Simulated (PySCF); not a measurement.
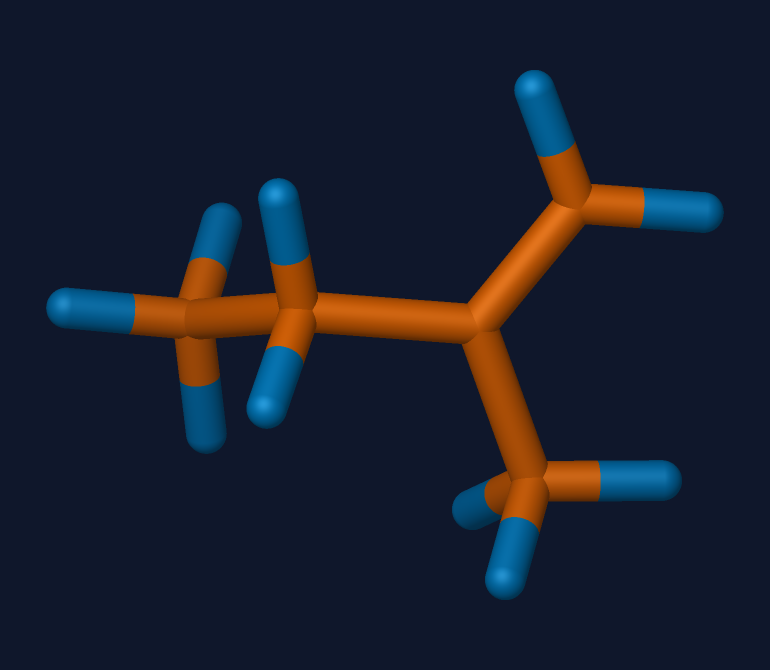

The picture shows a molecular structure as a stick model. Every bond is drawn as one stick, whatever its order. Colours: carbon orange, hydrogen blue.

The geometry was computed by an optimisation with PBE0-D3(BJ)/def2-TZVP. No frequency run is at hand to confirm it as a minimum.

> Count the atoms of each element.

C5H10, 15 atoms: 5 carbon and 10 hydrogen.

> Name some functional groups or characteristic bonds that it holds.

Among them: alkene.

> How many bonds of each kind are drawn?

10 C–H, 4 C–C.

> Which point group does it belong to?

C1.

The parts below concern this one geometry. Atoms keep their numbers from picture to picture.

**Shape**

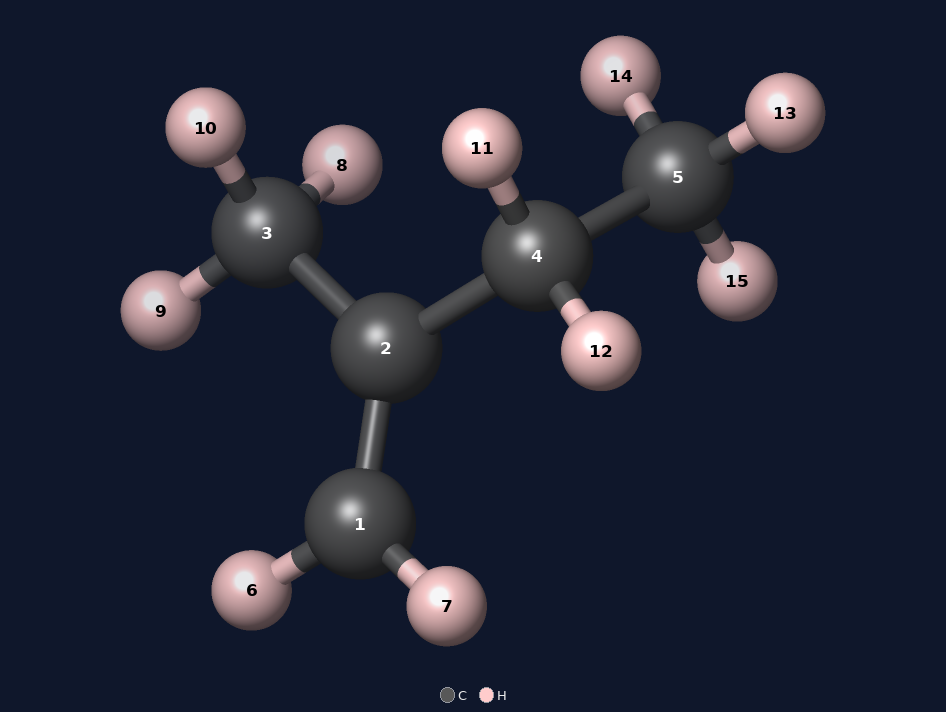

The atoms are numbered. No frequency run is at hand to confirm it as a minimum.

Give the bond lengths.

```
  bond  length (Å)   order
 C1–C2       1.329  double
 C1–H6       1.085  single
 C1–H7       1.085  single
 C2–C3       1.496  single
 C2–C4       1.502  single
 C3–H8       1.094  single
 C3–H9       1.090  single
C3–H10       1.095  single
 C4–C5       1.525  single
C4–H11       1.098  single
C4–H12       1.093  single
C5–H13       1.092  single
C5–H14       1.092  single
C5–H15       1.092  single
```

**Electronic properties**

No frequency run is at hand to confirm it as a minimum. Properties computed with CAM-B3LYP/aug-cc-pVTZ, gas phase (PySCF 2.14.0). Excitations: vertical, linear response.

Computed properties:

- dipole moment: 0.58 D
- HOMO energy (Kohn–Sham orbital): −8.37 eV
- LUMO energy (Kohn–Sham orbital): 0.26 eV
- HOMO–LUMO gap: 8.63 eV
- mean static polarisability: 64.4 bohr³
- lowest vertical singlet excitation: 6.25 eV
- its oscillator strength: 0.027
- brightest of the 10 lowest singlets: 6.67 eV
- its oscillator strength: 0.21

**NMR shielding**

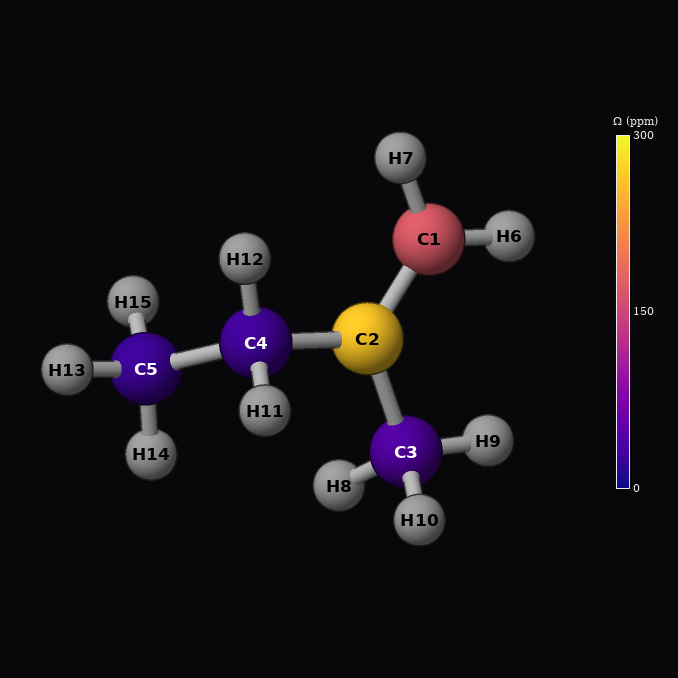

The C atoms are coloured by the span of their shielding tensor. No frequency run is at hand to confirm it as a minimum. Properties computed with GIAO PBE0/pcSseg-2 NMR shielding, non-relativistic, gas phase (PySCF 2.14.0). Principal shieldings σ11 ≤ σ22 ≤ σ33, span Ω = σ33 − σ11, skew κ = 3(σiso − σ22)/Ω.

> Which C atom has the most anisotropic shielding?

C2, with a span of 266 ppm.

Give the shielding tensors of the C atoms.

| atom | σ11 | σ22 | σ33 | σiso | Ω | κ |
| --- | --- | --- | --- | --- | --- | --- |
| C1 | −35.2 | 97.9 | 136.2 | 66.3 | 171.4 | −0.55 |
| C2 | −107.3 | 15.5 | 158.5 | 22.2 | 265.9 | 0.08 |
| C3 | 143.9 | 156.8 | 186.2 | 162.3 | 42.3 | 0.39 |
| C4 | 137.3 | 137.9 | 169.7 | 148.3 | 32.5 | 0.96 |
| C5 | 156.7 | 167.1 | 185.7 | 169.8 | 29.0 | 0.28 |

Shieldings and span in ppm.

**Charges**

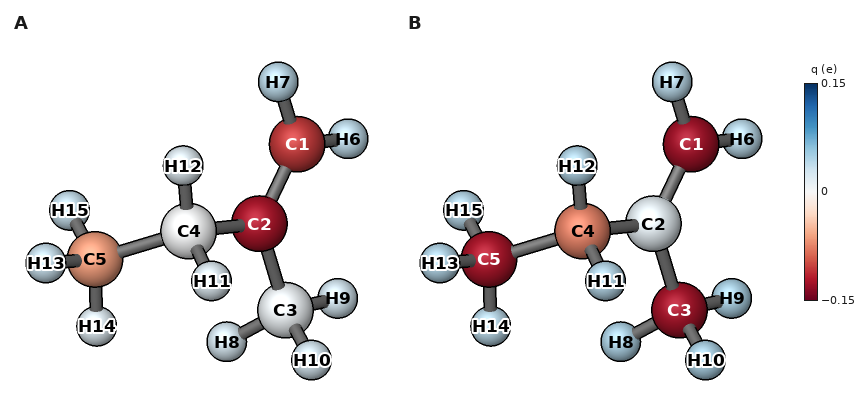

Atomic charges of one calculation by 2 schemes, on one colour scale. No frequency run is at hand to confirm it as a minimum. Level of theory: PBE0/pcSseg-2 (PySCF 2.14.0).

> The schemes are Hirshfeld, Mulliken. Which panel shows which?

A Mulliken, B Hirshfeld.

List the charges (e), one line for each set of equivalent atoms.

| atom | Mulliken | Hirshfeld |
| --- | --- | --- |
| C1 | −0.10 | −0.13 |
| C2 | −0.12 | 0.01 |
| C3 | 0.01 | −0.12 |
| C4 | 0.00 | −0.07 |
| C5 | −0.06 | −0.12 |
| H6 | 0.04 | 0.04 |
| H7 | 0.04 | 0.04 |
| H8 | 0.02 | 0.05 |
| H9 | 0.03 | 0.05 |
| H10 | 0.03 | 0.05 |
| H11 | 0.02 | 0.04 |
| H12 | 0.02 | 0.04 |
| H13 | 0.03 | 0.04 |
| H14 | 0.02 | 0.04 |
| H15 | 0.03 | 0.04 |

Mulliken values depend strongly on the basis set and can even reverse the polarity of a bond.
